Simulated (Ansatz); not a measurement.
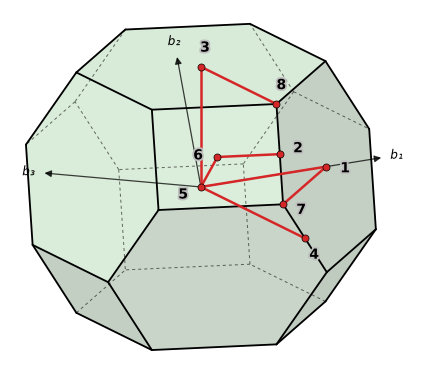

For Al₂O₃, the geometry relaxed with DFT, r2SCAN, plane waves, PAW (Ansatz 0.2.0); the starting structure was generated, so it need not be a known form of this composition: the first Brillouin zone of a rhombohedral lattice (hR; extended symbol hR1) is drawn with its special points numbered. Symmetry computed with spglib at a tolerance of 0.002 Å; standard conventional cell.

a = 4.759 Å, b = 4.759 Å, c = 12.995 Å, α = 90.00°, β = 90.00°, γ = 120.00°.

Labels and path follow the convention of Hinuma et al. (2017), as computed by seekpath; the arrows show the directions of the reciprocal primitive vectors b₁, b₂, b₃, in which coordinates are given.

Question: Give the label and coordinates of each numbered point.

Answer:
```csv
no.,label,coordinates
1,L,"(1/2, 0, 0)"
2,S₂,"(0.633, 0, 0.367)"
3,T,"(1/2, 1/2, 1/2)"
4,S₀,"(0.367, −0.367, 0)"
5,Γ,"(0, 0, 0)"
6,F,"(1/2, 0, 1/2)"
7,H₀,"(1/2, −0.234, 0.234)"
8,H₂,"(0.766, 0.234, 1/2)"
```
